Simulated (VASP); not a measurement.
```xyz
2
Lattice="0.0000 2.6997 2.6997 2.6997 0.0000 2.6997 2.6997 2.6997 0.0000" Properties=species:S:1:pos:R:3 pbc="T T T"
K      0.0000     0.0000     0.0000
F      2.6997     2.6997     2.6997
```

Level of theory: vdW-DF2, VASP's PBE PAW potentials (set 64) (plane waves; VASP 6.6.1). Run with 520 eV cut-off, 9×9×9 Γ-centred mesh, tetrahedra with Blöchl corrections, potentials K_sv F.

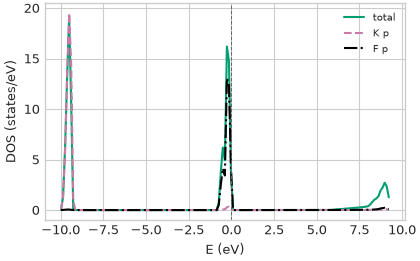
Figure. Total and projected density of states, zero at the valence-band maximum

Within 2 eV below the valence-band maximum the largest weight inside VASP's projection spheres is F p.

The gap is direct, 5.76 eV, from the valence maximum at Γ to the conduction minimum at Γ.

The compound is KF in the rock salt structure. It was relaxed first.
